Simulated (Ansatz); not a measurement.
Run report: Si$_{3}$H$_{5}$F, geometry relaxation (part 2 of 2)

Continued. System: Si$_{3}$H$_{5}$F. Method: RKS PBE-D4/cc-pVDZ (Ansatz 0.2.0). It belongs to a series of runs on one base structure; here: end point B relaxed.

Geometry of the input (Å):
```
F  -1.1337  1.7769  -1.6703
Si 0.4098  1.2603  -1.6227
Si 0.8274  0.6109  0.4655
Si -0.5169  -1.1303  1.1764
H  0.8061  1.9715  -2.8473
H  2.2097  0.0497  0.3297
H  -0.3235  -2.4720  0.6114
H  0.0440  1.3234  1.4414
H  -0.3614  -1.2882  2.6283
```

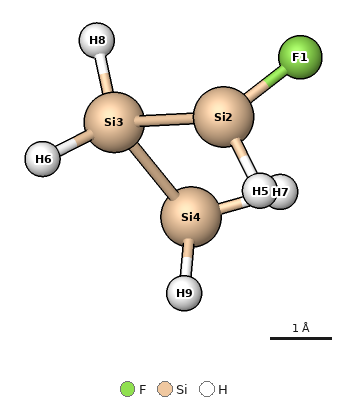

**Figure 1.** The geometry at step 22 of the log (ball-and-stick view, seen at a tilt; atoms are numbered from 1 in the order of the input).

**Trajectory as extended XYZ, continued**
```
9
Properties=species:S:1:pos:R:3:forces:R:3 step=7 energy=-26414.42942
F    -1.3614    1.6349   -2.0021    0.2279  -0.0319   0.0428
Si    0.2034    1.2359   -1.5849   -0.2099   0.0316  -0.0152
Si    0.7111    0.4302    0.5337   -0.0049  -0.0500   0.0077
Si   -0.8025   -1.2368    1.2460   -0.0499   0.0251  -0.0090
H     1.1011    1.9952   -2.5412   -0.0051  -0.0268  -0.0217
H     2.2018    0.3697    0.2275    0.0218  -0.0174  -0.0303
H    -0.3659   -2.5101    0.5231    0.0174  -0.0186  -0.0636
H     0.5572    1.6283    1.4407   -0.0465   0.0860   0.0523
H    -0.2832   -1.4452    2.6694    0.0491   0.0020   0.0370
9
Properties=species:S:1:pos:R:3:forces:R:3 step=8 energy=-26414.45266
F    -1.3339    1.6808   -2.0064    0.0360  -0.0147   0.0080
Si    0.1942    1.2317   -1.5412    0.0837   0.0592   0.0248
Si    0.6755    0.4427    0.5854   -0.0774   0.1530  -0.0644
Si   -0.8228   -1.2344    1.2825   -0.1055  -0.0170   0.0573
H     1.1328    1.8392   -2.5687   -0.0475  -0.0875  -0.0140
H     2.1699    0.3997    0.2873    0.0212   0.0071  -0.0301
H    -0.4316   -2.4447    0.4263    0.0496  -0.0104  -0.0091
H     0.4761    1.6834    1.4346    0.0264   0.0096   0.0296
H    -0.0986   -1.4963    2.6126    0.0135  -0.0994  -0.0021
9
Properties=species:S:1:pos:R:3:forces:R:3 step=10 energy=-26414.50429
F    -1.2899    1.7370   -2.0253   -0.0629   0.0066   0.0128
Si    0.1938    1.2735   -1.4599    0.5512   0.1047  -0.4516
Si    0.6021    0.5112    0.6776   -0.0305   0.4204   0.0132
Si   -0.8644   -1.2187    1.3516    0.3363  -0.5584   0.2719
H     1.1582    1.4943   -2.6670   -0.4294  -0.2252   0.5087
H     2.1017    0.4838    0.3931    0.0428  -0.0105  -0.0047
H    -0.4932   -2.2878    0.2701   -0.0808   0.2187   0.1828
H     0.3979    1.7910    1.4808    0.0174  -0.0933  -0.0392
H     0.1555   -1.6822    2.4914   -0.3440   0.1371  -0.4939
9
Properties=species:S:1:pos:R:3:forces:R:3 step=11 energy=-26414.56180
F    -1.2911    1.7038   -2.0105    0.0313   0.0151   0.0383
Si    0.2102    1.3075   -1.4316    0.4187  -0.0658  -0.5306
Si    0.5966    0.5630    0.7099   -0.0303   0.4474   0.0617
Si   -0.8651   -1.2001    1.3555    0.3852  -0.5373   0.1412
H     1.1341    1.3212   -2.6895   -0.4214  -0.1145   0.5508
H     2.1031    0.5286    0.4682    0.0474  -0.0279   0.0192
H    -0.5289   -2.2058    0.2055   -0.1271   0.1906   0.1474
H     0.3793    1.8318    1.5222    0.0047  -0.0749  -0.0351
H     0.2235   -1.7479    2.3828   -0.3086   0.1674  -0.3929
9
Properties=species:S:1:pos:R:3:forces:R:3 step=13 energy=-26414.75990
F    -1.2726    1.6767   -1.9787    0.1622  -0.0231   0.0693
Si    0.2430    1.2792   -1.4131   -0.1220  -0.0542  -0.0948
Si    0.5832    0.7315    0.7843   -0.0286  -0.0144  -0.0266
Si   -0.7487   -1.1957    1.3632    0.0980   0.0009  -0.2749
H     1.0533    0.9439   -2.6515   -0.0537  -0.1073   0.1340
H     2.0981    0.5905    0.6262   -0.0761   0.0872   0.1241
H    -0.6679   -1.9942    0.0252   -0.0955   0.1567   0.2082
H     0.3037    1.9698    1.5983    0.0256   0.0568  -0.0075
H     0.3695   -1.8996    2.1584    0.0901  -0.1027  -0.1319
9
Properties=species:S:1:pos:R:3:forces:R:3 step=14 energy=-26414.85342
F    -1.2637    1.6733   -1.9761    0.1911  -0.0841   0.1042
Si    0.2428    1.2469   -1.3997   -0.0708   0.0294  -0.1611
Si    0.5824    0.7942    0.8123    0.0569  -0.0879   0.0303
Si   -0.6868   -1.1781    1.3632    0.0938  -0.1649  -0.3155
H     1.0284    0.7875   -2.6117   -0.0703  -0.1204   0.1254
H     2.1018    0.6527    0.7292   -0.1087   0.0674   0.0588
H    -0.7700   -1.9188   -0.0156   -0.0942   0.2894   0.2907
H     0.2781    2.0418    1.5960   -0.0555   0.0599   0.0229
H     0.4485   -1.9972    2.0148    0.0577   0.0113  -0.1556
9
Properties=species:S:1:pos:R:3:forces:R:3 step=16 energy=-26415.06582
F    -1.2349    1.6014   -1.9398    0.1086  -0.0676   0.0565
Si    0.2792    1.1983   -1.3691   -0.0522  -0.0116  -0.0505
Si    0.5878    0.8747    0.8739    0.0280   0.0116   0.0538
Si   -0.5796   -1.1519    1.3427    0.2309  -0.2608  -0.2805
H     0.9804    0.4851   -2.5016   -0.0339  -0.1299   0.0550
H     2.1024    0.7507    0.8896   -0.0510   0.0483   0.0914
H    -0.9813   -1.7032   -0.0597   -0.0448   0.2472   0.2967
H     0.1898    2.1340    1.5994   -0.0484  -0.0096  -0.0047
H     0.6177   -2.0869    1.6769   -0.1371   0.1724  -0.2176
9
Properties=species:S:1:pos:R:3:forces:R:3 step=17 energy=-26415.18048
F    -1.2205    1.5566   -1.9170    0.0231  -0.0439   0.0300
Si    0.3004    1.1681   -1.3603    0.0427  -0.0879  -0.0627
Si    0.6005    0.9007    0.8958   -0.0178   0.0705   0.1359
Si   -0.5259   -1.1412    1.3156    0.2442  -0.1229  -0.2292
H     0.9516    0.3424   -2.4514   -0.0497  -0.0847   0.1028
H     2.1105    0.7975    0.9836   -0.0412   0.0299   0.0797
H    -1.0843   -1.5866   -0.0574   -0.0295   0.1459   0.2113
H     0.1388    2.1476    1.6074   -0.0280  -0.0089  -0.0488
H     0.6904   -2.0828    1.4959   -0.1439   0.1020  -0.2189
9
Properties=species:S:1:pos:R:3:forces:R:3 step=19 energy=-26415.38547
F    -1.2032    1.4512   -1.8629   -0.0742  -0.0071   0.0084
Si    0.3367    1.1020   -1.3352    0.1400  -0.1883  -0.0907
Si    0.6276    0.9610    0.9389    0.0128   0.0928   0.1872
Si   -0.4102   -1.1096    1.2367    0.1009  -0.0695  -0.2527
H     0.9075    0.1006   -2.3254   -0.0470  -0.0261   0.1405
H     2.1217    0.8752    1.1563   -0.0502   0.0443   0.0408
H    -1.2533   -1.3919   -0.0208    0.0353   0.0990   0.1978
H     0.0549    2.1887    1.5993   -0.0141  -0.0162  -0.0463
H     0.7799   -2.0751    1.1254   -0.1034   0.0712  -0.1851
9
Properties=species:S:1:pos:R:3:forces:R:3 step=20 energy=-26415.47403
F    -1.1864    1.4113   -1.8318   -0.0718  -0.0399   0.0061
Si    0.3492    1.0324   -1.3058    0.1038  -0.0694   0.0673
Si    0.6366    0.9973    0.9837    0.0637   0.0158  -0.0981
Si   -0.3560   -1.0940    1.1751    0.0101  -0.1058  -0.1527
H     0.8900   -0.0096   -2.2637   -0.0222  -0.0674   0.1343
H     2.1273    0.9325    1.2155   -0.0490   0.0254   0.0670
H    -1.3200   -1.3201    0.0024    0.0621   0.1448   0.1490
H     0.0225    2.2248    1.6009   -0.0362  -0.0321  -0.0146
H     0.7984   -2.0725    0.9360   -0.0604   0.1284  -0.1583
9
Properties=species:S:1:pos:R:3:forces:R:3 step=22 energy=-26415.61383
F    -1.1801    1.3013   -1.7813    0.0748  -0.0495   0.0483
Si    0.3550    0.9059   -1.2447   -0.0618  -0.0567   0.0289
Si    0.6752    1.0389    1.0309   -0.0236   0.0496  -0.0675
Si   -0.2896   -1.0604    1.0736    0.0834  -0.1441  -0.0413
H     0.8585   -0.2349   -2.0990   -0.0034  -0.0149   0.0798
H     2.1488    1.0201    1.3339   -0.0093   0.0097   0.0281
H    -1.3947   -1.1224    0.0240    0.0459   0.1034   0.0278
H    -0.0397    2.2258    1.6144   -0.0025  -0.0051  -0.0220
H     0.8282   -1.9721    0.5607   -0.1034   0.1076  -0.0820
9
Properties=species:S:1:pos:R:3:forces:R:3 step=23 energy=-26415.65713
F    -1.1843    1.2351   -1.7516    0.1503  -0.0447   0.0346
Si    0.3442    0.8254   -1.1988   -0.1926  -0.0213   0.0666
Si    0.6769    1.0520    1.0616    0.1262   0.0248  -0.0976
Si   -0.2510   -1.0687    1.0468   -0.0883  -0.1242  -0.0263
H     0.8560   -0.3255   -2.0232    0.0273  -0.0128  -0.0083
H     2.1466    1.0519    1.3776    0.0137   0.0570   0.0244
H    -1.3850   -0.9822    0.0245    0.0543   0.0225   0.0241
H    -0.0638    2.2413    1.6045   -0.0231  -0.0334   0.0093
H     0.8222   -1.9272    0.3709   -0.0677   0.1320  -0.0268
9
Properties=species:S:1:pos:R:3:forces:R:3 step=25 energy=-26415.77332
F    -1.1625    1.1667   -1.7695    0.5499  -0.2279   0.2520
Si    0.2454    0.5524   -1.0610   -0.5700  -0.1020  -0.1368
Si    0.7174    1.0319    1.1225    0.2033   0.2620  -0.1626
Si   -0.2546   -1.1188    1.0890    0.0235  -0.4142   0.0677
H     0.8882   -0.4154   -2.0316   -0.0568   0.2711   0.0542
H     2.1835    1.1578    1.4455   -0.0560  -0.0166  -0.0249
H    -1.3270   -0.7319    0.0290    0.1063   0.0657  -0.2004
H    -0.1083    2.1964    1.6002    0.0170  -0.0329  -0.0158
H     0.7793   -1.7370    0.0884   -0.2172   0.1947   0.1666
9
Properties=species:S:1:pos:R:3:forces:R:3 step=26 energy=-26415.87631
F    -1.1566    1.1415   -1.7617    0.8013  -0.4325   0.4874
Si    0.1665    0.3980   -0.9719   -0.7367   0.0733  -0.8055
Si    0.7440    1.0355    1.1264   -0.0091  -0.0202   0.0913
Si   -0.2992   -1.1841    1.1367    0.1870   0.0165   0.1031
H     0.9123   -0.3828   -2.0597   -0.2268   0.2897   0.3207
H     2.2052    1.1890    1.4486   -0.0268  -0.0480  -0.0460
H    -1.2472   -0.6400   -0.0358    0.1305   0.0356  -0.2804
H    -0.1062    2.1892    1.5884    0.0344  -0.0238  -0.0030
H     0.7428   -1.6441    0.0414   -0.1538   0.1094   0.1325
9
Properties=species:S:1:pos:R:3:forces:R:3 step=28 energy=-26415.98920
F    -1.1500    1.2024   -1.7635    0.4347  -0.3075   0.3277
Si    0.0763    0.3515   -0.9596   -0.6176   0.3851  -0.3475
Si    0.7144    1.0181    1.1187   -0.0506   0.1057   0.1136
Si   -0.3509   -1.1685    1.1886    0.1183  -0.0315  -0.0949
H     0.8396   -0.3518   -2.0457   -0.0146  -0.0640   0.0597
H     2.1943    1.0964    1.3695   -0.0226  -0.0326  -0.0023
H    -1.1358   -0.7095   -0.2346    0.2313  -0.0216  -0.1036
H    -0.0661    2.2002    1.6282    0.0691   0.0324  -0.0246
H     0.8397   -1.5366    0.2107   -0.1479  -0.0660   0.0719
9
Properties=species:S:1:pos:R:3:forces:R:3 step=29 energy=-26416.00467
F    -1.1876    1.2354   -1.7544    0.0545   0.0047   0.1124
Si    0.0404    0.4274   -0.9576   -0.0821  -0.4120  -0.4628
Si    0.6802    1.0571    1.1320    0.1520  -0.1236   0.0555
Si   -0.3575   -1.1573    1.1867    0.0454  -0.0515  -0.2942
H     0.7927   -0.3612   -2.0188   -0.0676   0.2523   0.2228
H     2.1699    1.0400    1.3567   -0.0654   0.0773  -0.0341
H    -1.0243   -0.8148   -0.3548    0.0931   0.1700   0.1359
H    -0.0132    2.2935    1.6462    0.0089  -0.1020  -0.0209
H     0.8609   -1.6180    0.2763   -0.1388   0.1848   0.2855
9
Properties=species:S:1:pos:R:3:forces:R:3 step=31 energy=-26416.03642
F    -1.2063    1.2427   -1.7262    0.0751  -0.0325  -0.0049
Si    0.0365    0.4110   -0.9822   -0.1025   0.0026   0.0945
Si    0.6919    1.0151    1.1226   -0.0453  -0.0273  -0.0004
Si   -0.4036   -1.1609    1.1934    0.0238   0.1004  -0.0435
H     0.8224   -0.3121   -2.0390   -0.0249   0.0190  -0.0185
H     2.1811    1.0517    1.3107    0.0202   0.0124   0.0162
H    -0.9928   -0.7967   -0.3637   -0.0506  -0.0112  -0.0532
H    -0.0161    2.2418    1.6285    0.0206   0.0229  -0.0007
H     0.8485   -1.5905    0.3682    0.0836  -0.0862   0.0104
9
Properties=species:S:1:pos:R:3:forces:R:3 step=32 energy=-26416.03598 accepted=F
F    -1.2165    1.2610   -1.7022   -0.0525  -0.0085   0.0023
Si    0.0146    0.4102   -0.9685    0.1148   0.0786  -0.1425
Si    0.6891    1.0157    1.1276    0.0240   0.0306  -0.0366
Si   -0.4174   -1.1441    1.1790   -0.1084  -0.1047   0.1492
H     0.8131   -0.2592   -2.0488    0.0161  -0.0151  -0.0150
H     2.1811    1.0529    1.3000    0.0051  -0.0187  -0.0135
H    -0.9701   -0.8476   -0.4223    0.0141   0.0330   0.0435
H     0.0078    2.2688    1.6042   -0.0306  -0.0293   0.0360
H     0.8598   -1.6556    0.4433    0.0174   0.0341  -0.0235
9
Properties=species:S:1:pos:R:3:forces:R:3 step=34 energy=-26416.04018 accepted=F
F    -1.2223    1.2464   -1.7177    0.0497   0.0064   0.0182
Si    0.0306    0.4245   -0.9814   -0.0494  -0.0151  -0.0263
Si    0.6909    1.0107    1.1301   -0.0181   0.0069  -0.0442
Si   -0.4212   -1.1518    1.1844    0.0265   0.0137  -0.0193
H     0.8080   -0.2829   -2.0562    0.0117   0.0260   0.0106
H     2.1834    1.0504    1.3021   -0.0001   0.0017   0.0072
H    -0.9712   -0.8138   -0.4044    0.0064  -0.0369   0.0390
H    -0.0022    2.2527    1.6198    0.0052   0.0011   0.0139
H     0.8654   -1.6340    0.4357   -0.0321  -0.0040   0.0010
9
Properties=species:S:1:pos:R:3:forces:R:3 step=35 energy=-26416.04118
F    -1.2151    1.2488   -1.7225    0.0136  -0.0062   0.0055
Si    0.0270    0.4164   -0.9827   -0.0110   0.0020   0.0113
Si    0.6901    1.0152    1.1226    0.0014   0.0136  -0.0187
Si   -0.4133   -1.1483    1.1897    0.0034  -0.0123  -0.0110
H     0.8136   -0.2837   -2.0548   -0.0016   0.0085   0.0084
H     2.1811    1.0496    1.3067    0.0029   0.0017  -0.0024
H    -0.9785   -0.8183   -0.3928   -0.0039   0.0006  -0.0044
H    -0.0034    2.2513    1.6265    0.0003  -0.0002   0.0013
H     0.8601   -1.6288    0.4196   -0.0051  -0.0075   0.0102
```

**Results in brief**

| quantity | value |
| --- | --- |
| outcome | converged |
| total energy | −26416.0412 eV |
| mean-field energy | −26415.7960 eV |
| largest force (length of the vector) at the end | 0.023 eV/Å |
| hardware | 2 threads of Arm Neoverse V1, 24 GiB of memory available, shared host |
| wall time | 73 s (CPU time 2.4 min) |
| peak memory | 0.19 GiB |
